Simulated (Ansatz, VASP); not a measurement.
# NaB3: VASP beside Ansatz, part 2 of 2

Aim: how closely do two programs agree when they are given the same cell, functional and k mesh? The cell is invented: other elements were put on sites of a known structure type. It may not be a known or stable phase. The cell is taken from a series of VASP runs on this material, whose earlier steps may have relaxed, scaled or displaced it; both programs get it as it stands. Valence electrons are named where the data sets of a main pair hold unlike numbers.

VASP 6.6.1 and Ansatz 0.2.0.

So far: The structure; Ansatz: band structure, HSE06.

### 3. VASP: band structure, HSE06

Level of this step: HSE06; plane waves and PAW (Na_pv, B); invented cell (VASP).

The same cell, functional, mesh and smearing now go to VASP, with its own data sets.

Lines of VASP's logs that name or quote its potential files are left out, and so is its time.

The run reads the wave functions of an earlier VASP run, which isn't shown here.

INCAR reads:

```
SYSTEM = NaB3
PREC = Accurate
ENCUT = 420
EDIFF = 1E-06
NELM = 100
ISMEAR = -1
SIGMA = 0.05
LREAL = .FALSE.
ALGO = Normal
LHFCALC = .TRUE.
AEXX = 0.25
GGA = PE
HFSCREEN = 0.2
LASPH = .TRUE.
NBANDS = 14
PRECFOCK = Fast
LORBIT = 11
LWAVE = .FALSE.
LCHARG = .FALSE.
KPAR = 2
```

POSCAR reads:

```
NaB3
1.0
    3.2740177630      0.0000000000      0.0000000000
    0.0000000000      3.2740177630      0.0000000000
    0.0000000000      0.0000000000      3.2740177630
Na B
1 3
Direct
    0.0000000000      0.0000000000      0.0000000000
    0.0000000000      0.5000000000      0.5000000000
    0.5000000000      0.0000000000      0.5000000000
    0.5000000000      0.5000000000      0.0000000000
```

KPOINTS reads:

```
Automatic mesh
0
Gamma
4 4 4
0 0 0
```

KPOINTS_OPT reads:

```
Line mode
6
Line-mode
Reciprocal
  0.00000000   0.00000000   0.00000000 GAMMA
  0.00000000   0.50000000   0.00000000 X

  0.00000000   0.50000000   0.00000000 X
  0.50000000   0.50000000   0.00000000 M

  0.50000000   0.50000000   0.00000000 M
  0.00000000   0.00000000   0.00000000 GAMMA

  0.00000000   0.00000000   0.00000000 GAMMA
  0.50000000   0.50000000   0.50000000 R

  0.50000000   0.50000000   0.50000000 R
  0.00000000   0.50000000   0.00000000 X

  0.50000000   0.50000000   0.00000000 M
  0.50000000   0.50000000   0.50000000 R
```

PAW data sets: Na_pv and B (PBE family, release 64).

The run is started by

```
mpirun -np 2 vasp_std
```

Numbers of over 12 decimals in the logs are rounded to 6 here.

What it wrote:

```text
[banner, memory and clock lines left out]
running    2 mpi-ranks, on    1 nodes
 distrk:  each k-point on    1 cores,    2 groups
 distr:  one band on    1 cores,    1 groups

 POSCAR found type information on POSCAR NaB
 POSCAR found :  2 types and       4 ions
 LDA part: xc-table for (Slater+PW92), standard interpolation
 found WAVECAR, reading the header
 POSCAR, INCAR and KPOINTS ok, starting setup
 FFT: planning ... GRIDC
 FFT: planning ... GRID_SOFT
 FFT: planning ... GRID
 reading WAVECAR
 the WAVECAR file was read successfully
 initial charge from wavefunction
 entering main loop
       N       E                     dE             d eps       ncg     rms          rms(c)
DAV:   1    -0.155728655164E+02   -0.15573E+02   -0.46286E-01   376   0.809E+00    0.467E-01
DAV:   2    -0.155712114725E+02    0.16540E-02   -0.83383E-03   378   0.152E+00    0.280E-01
DAV:   3    -0.155694462441E+02    0.17652E-02   -0.19665E-03   420   0.764E-01    0.147E-01
DAV:   4    -0.155690415885E+02    0.40466E-03   -0.52885E-04   368   0.305E-01    0.764E-02
DAV:   5    -0.155689431580E+02    0.98430E-04   -0.11906E-04   360   0.108E-01    0.401E-02
DAV:   6    -0.155689189505E+02    0.24208E-04   -0.28122E-05   358   0.394E-02    0.213E-02
DAV:   7    -0.155689130928E+02    0.58577E-05   -0.73632E-06   346   0.175E-02    0.114E-02
DAV:   8    -0.155689119826E+02    0.11102E-05   -0.19674E-06   346   0.924E-03    0.624E-03
DAV:   9    -0.155689121572E+02   -0.17464E-06   -0.50817E-07   230   0.492E-03
   1 F= -.15568912E+02 E0= -.15563044E+02  d E =-.117354E-01
 Start KPOINTS_OPT (optional k-point list driver)
k-point batch [1-10\36]
       N       E                     dE             ncg
DAV:   1    -0.179841157647E+03   -0.33013E+04      310
DAV:   2    -0.110140975037E+04   -0.92157E+03      316
DAV:   3    -0.115886804437E+04   -0.57458E+02      340
DAV:   4    -0.116057090843E+04   -0.17029E+01      360
DAV:   5    -0.116059486198E+04   -0.23954E-01      372
DAV:   6    -0.116059553162E+04   -0.66964E-03      380
DAV:   7    -0.116059555911E+04   -0.27487E-04      360
DAV:   8    -0.116059556000E+04   -0.88813E-06      282
[...]
k-point batch [31-36\36]
       N       E                     dE             ncg
DAV:   1     0.170812206074E+04   -0.38805E+04      168
DAV:   2     0.113784195493E+04   -0.57028E+03      216
DAV:   3     0.111199823451E+04   -0.25844E+02      186
DAV:   4     0.111159602526E+04   -0.40221E+00      222
DAV:   5     0.111159068961E+04   -0.53357E-02      228
DAV:   6     0.111159058415E+04   -0.10546E-03      234
DAV:   7     0.111159058098E+04   -0.31735E-05      202
DAV:   8     0.111159058085E+04   -0.12858E-06      162
```

OUTCAR, selected parts (step 3):

```text
ion  position               nearest neighbor table
   1  0.000  0.000  0.000-   2 2.32   3 2.32   4 2.32   2 2.32   3 2.32   2 2.32   4 2.32   2 2.32
                             3 2.32   4 2.32   3 2.32   4 2.32
   2  0.000  0.500  0.500-   1 2.32   1 2.32   1 2.32   1 2.32
   3  0.500  0.000  0.500-   1 2.32   1 2.32   1 2.32   1 2.32
   4  0.500  0.500  0.000-   1 2.32   1 2.32   1 2.32   1 2.32

  LATTYP: Found a simple cubic cell.
 ALAT       =     3.2740177630

 Subroutine GETGRP returns: Found 48 space group operations
 (whereof 48 operations were pure point group operations)

The static configuration has the point symmetry O_h .

 Found     10 irreducible k-points:

   k-points           NKPTS =     10   k-points in BZ     NKDIM =     64   number of bands    NBANDS=     14

   dimension x,y,z NGX =    24 NGY =   24 NGZ =   24
   dimension x,y,z NGXF=    48 NGYF=   48 NGZF=   48

   ENCUT  =  420.0 eV  30.87 Ry    5.56 a.u.   5.47  5.47  5.47*2*pi/ulx,y,z

   NELECT =      16.0000    total number of electrons

 k-points in reciprocal lattice and weights: Automatic mesh
   0.00000000  0.00000000  0.00000000       0.016
   0.25000000  0.00000000  0.00000000       0.094
   0.50000000  0.00000000  0.00000000       0.047
   0.25000000  0.25000000  0.00000000       0.188
   0.50000000  0.25000000  0.00000000       0.188
   0.50000000  0.50000000  0.00000000       0.047
   0.25000000  0.25000000  0.25000000       0.125
   0.50000000  0.25000000  0.25000000       0.188
   0.50000000  0.50000000  0.25000000       0.094
   0.50000000  0.50000000  0.50000000       0.016

  exchange ACFDT corr.  =         0.00000000  see jH, gK, PRB 81, 115126

 average (electrostatic) potential at core
       1 -36.5592       2 -25.3603       3 -25.3603       4 -25.3603

 E-fermi :   5.5688

 k-point     1 :       0.0000    0.0000    0.0000
  band No.  band energies     occupation
    ...
      5       2.4108      2.00000
      6       2.4108      2.00000
      7       2.4108      2.00000
      8       4.8885      2.00000
      9       4.8885      2.00000
     10      11.5871      0.00000
     11      11.5871      0.00000
     12      11.5871      0.00000
     13      13.4562      0.00000
     14      15.8421      0.00000

 k-point     2 :       0.2500    0.0000    0.0000
  band No.  band energies     occupation
    ...
      4      -8.0683      2.00000
      5      -1.4531      2.00000
      6       3.0723      2.00000
      7       3.0723      2.00000
      8       5.5343      1.33136
      9       8.2174      0.00000
     10       9.8396      0.00000
     11       9.8396      0.00000
     12       9.9493      0.00000
     13      14.2517      0.00000
    ...

 k-point     3 :       0.5000    0.0000    0.0000
  band No.  band energies     occupation
    ...
      3     -20.1283      2.00000
      4      -6.2009      2.00000
      5      -4.7043      2.00000
      6       4.1717      2.00000
      7       4.1717      2.00000
      8       7.2501      0.00000
      9       7.4674      0.00000
     10       7.7304      0.00000
     11       7.7304      0.00000
     12      10.1545      0.00000
    ...

  energy-cutoff  :      420.00
  volume of cell :       35.09
      direct lattice vectors                 reciprocal lattice vectors
     3.274017763  0.000000000  0.000000000     0.305435117  0.000000000  0.000000000
     0.000000000  3.274017763  0.000000000     0.000000000  0.305435117  0.000000000
     0.000000000  0.000000000  3.274017763     0.000000000  0.000000000  0.305435117

 POSITION                                       TOTAL-FORCE (eV/Angst)
 -----------------------------------------------------------------------------------
      0.00000      0.00000      0.00000         0.000000      0.000000      0.000000
      0.00000      1.63701      1.63701         0.000000      0.000000      0.000000
      1.63701      0.00000      1.63701         0.000000      0.000000      0.000000
      1.63701      1.63701      0.00000         0.000000      0.000000      0.000000
 -----------------------------------------------------------------------------------
    total drift:                                0.000001     -0.000000      0.000004

  FREE ENERGIE OF THE ION-ELECTRON SYSTEM (eV)
  ---------------------------------------------------
  free  energy   TOTEN  =       -15.5689121572 eV

  energy  without entropy=      -15.5571767668  energy(sigma->0) =      -15.56304446

 total charge
# of ion       s       p       d       tot
------------------------------------------
    1        0.167   6.149   0.000   6.315
    2        0.701   0.837   0.000   1.538
    3        0.701   0.837   0.000   1.538
    4        0.701   0.837   0.000   1.538
--------------------------------------------------
tot          2.268   8.660   0.000  10.928

[... 3 further parts left out ...]
```

The k-mesh is coarse for exact exchange; levels may shift by about 0.1 eV on a finer one. The k-mesh is coarse for a metal. The PAW data sets were made with PBE, which is usual practice but a small mismatch for other functionals.

### 4. Comparison

Known differences besides the potentials themselves: exact exchange at q = 0 is treated differently, which shows on coarse meshes; VASP keeps PBE cores, Ansatz makes them for the functional; the data sets hold 18 valence electrons in Ansatz (on its default PAW (the set named soft_2) files) and 16 in VASP; VASP takes a coarser grid for exact exchange (PRECFOCK = Fast). Total energies have different zeros and are not compared.

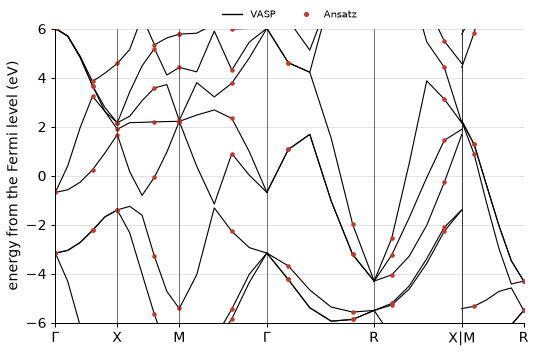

Bands from VASP (lines) and levels from Ansatz (dots). Dots without a line are higher empty bands that the VASP plot leaves out.

Levels from 3 eV below to 2 eV above the Fermi level differ by 4 meV r.m.s. and 6 meV at most; each VASP level is matched to the nearest of Ansatz, which flatters the figure a little.

### 5. Results

| Quantity | Value |
| --- | --- |
| r.m.s. difference of levels near the Fermi level (band structure, HSE06) | 4.1 meV |

What this shows: The r.m.s. difference of levels near the Fermi level is 4.1 meV (band structure, HSE06), within the 80 meV picked in this series as the mark of a large difference. The data sets hold unlike numbers of valence electrons (18 in Ansatz and 16 in VASP), so part of the differences comes from the potentials. Such differences can come from data sets, numerical settings and the points named under the comparisons, not from the functional's error against experiment.

[Lines on the potential files, build, host, timing and source positions are cut from VASP's logs without a mark.]

[Logs are printed without paths, hosts, clocks, repeated set-up lines and the standing remarks that a program may print on its own settings, such as how far it seeks lower states.]

[Hosts, paths, dates, database ids (printed as entryN), source tags and the programs' standing remarks are cut or masked in the printed files.]
